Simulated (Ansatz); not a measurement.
```xyz
12

N    -1.6036    0.3776    0.1876
C    -0.1838    0.4198    0.1088
O     0.1603    1.7611    0.1865
N     0.4611   -0.4788    1.0703
B     1.0920   -1.1700   -0.0007
N     0.5285   -0.2835   -0.9946
H    -2.0108    0.9494   -0.5507
H    -1.9310   -0.5802    0.0920
H     1.0577    1.8104   -0.1691
H     0.6257   -0.2463    2.0391
H     1.8141   -2.1262   -0.0623
H     0.0667   -0.4883   -1.8730
```

Level of theory: RKS PBE0-D4/cc-pVDZ (Ansatz).

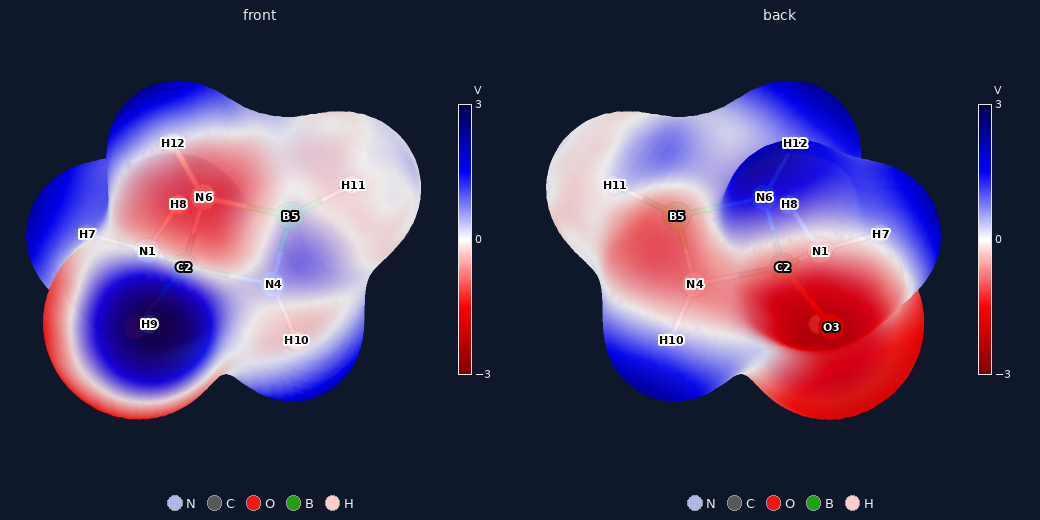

CH$_{6}$BN$_{3}$O. The electrostatic potential painted on the density surface at 0.004 e/bohr³, seen from the front and from behind; red is negative and blue positive.

Question: Where is the surface potential most negative and most positive?

Answer: The most negative region (about −2.0 V, or −46 kcal/mol for a unit charge) lies over N1, the most positive (about +2.8 V, or +65 kcal/mol for a unit charge) over H9. N1 is the likeliest acceptor of a hydrogen bond.
